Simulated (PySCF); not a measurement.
**[HfOF3]−: how tightly the ligands are held**

Aim: take one ligand of each kind off [HfOF3]−, with both parts rigid, and scan its distance from the metal. The structure is generated, not taken from experiment.

Method: TPSS, Hf def2-SVP with ECP60, O def2-SVP, F def2-SVP; scalar-relativistic core potentials, no spin–orbit coupling; program: PySCF 2.14.0.

4 further runs of the same task are left out: 2 for a known fault of the program, 1 that didn't finish, 1 set aside as unsound or not needed.

### 1 Starting geometry

5 atoms, charge -1, spin multiplicity 1.

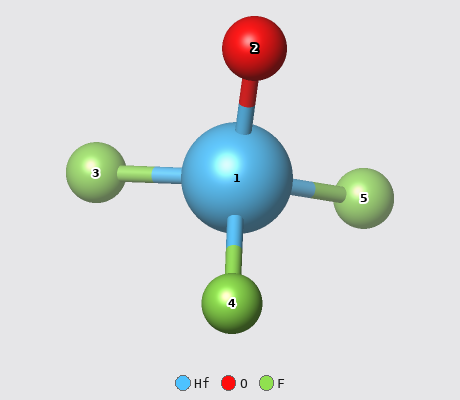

The structure; hafnium blue, oxygen red, fluorine green; atoms are numbered from 1 in the order of the file.

As a file:

```
Hf    0.0112    0.0112    0.0112
O     1.0649    1.0649    1.0649
F    -1.1356   -1.1356    1.1623
F     1.1623   -1.1356   -1.1356
F    -1.1356    1.1623   -1.1356
```

Formal oxidation states: Hf +4. An earlier session relaxed this geometry at TPSS, Hf def2-SVP with ECP60, O def2-SVP, F def2-SVP (singlet, point group C3v).

### 2 Rigid scan of O

Atom 2 moves along the line from atom 1; the distance is to the donor, the donors' midpoint or the ring centre. Each point starts from the density of the one before.

```csv
distance (Å),energy from the relaxed point (eV)
1.53,2.788
1.63,1.044
1.73,0.222
1.83,0.000
1.93,0.163
2.03,0.561
2.13,1.097
2.28,2.019
```

It took 12 s on 2 threads of Arm Neoverse V1, shared host.

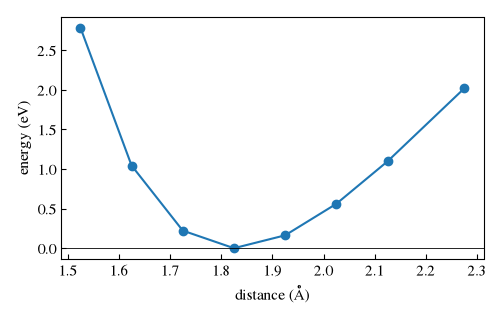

Energy along the rigid scan of O.

### 3 F taken off

The ligand (atom 3) keeps its formal charge and a closed shell where it can; ligand and rest are solved at the complex's geometry, in vacuum, with the settings of the relaxation.

```csv
part,charge,state,energy (Eh)
complex,-1,singlet,-422.885466
ligand,-1,singlet,-99.687300
rest,0,singlet,-322.917249
```

It took 1.7 s on 2 threads of Arm Neoverse V1, shared host.

### 4 Rigid scan of F

Atom 3 moves along the line from atom 1; the distance is to the donor, the donors' midpoint or the ring centre. Each point starts from the density of the one before.

```csv
distance (Å),energy from the relaxed point (eV)
1.69,1.561
1.79,0.581
1.89,0.124
1.99,0.000
2.09,0.092
2.19,0.310
2.39,0.938
2.69,1.978
3.09,3.151
3.59,4.138
```

Wall time 16 s (2 threads of Arm Neoverse V1, shared host).

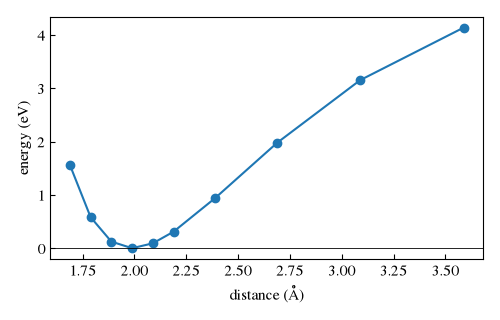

Energy along the rigid scan of F.

### 5 Results

```
                  quantity       value
stiffness of the O contact  38.5 eV/Å²
              taking off F     7.64 eV
stiffness of the F contact  21.5 eV/Å²
```

In words: Near 1.83 Å the O contact has a stiffness of about 38.5 eV/Å², and the energy stands 2.02 eV higher at 2.28 Å. Taking off F as a fragment of charge -1 costs 7.64 eV. Near 1.99 Å the F contact has a stiffness of about 21.5 eV/Å², and the energy stands 4.14 eV higher at 3.59 Å. The free anion is solved without diffuse functions, no counterpoise correction is made, and the parts aren't relaxed; each of these makes the binding look larger. These are double-zeta-type bases without diffuse functions. Spin–orbit coupling is left out.
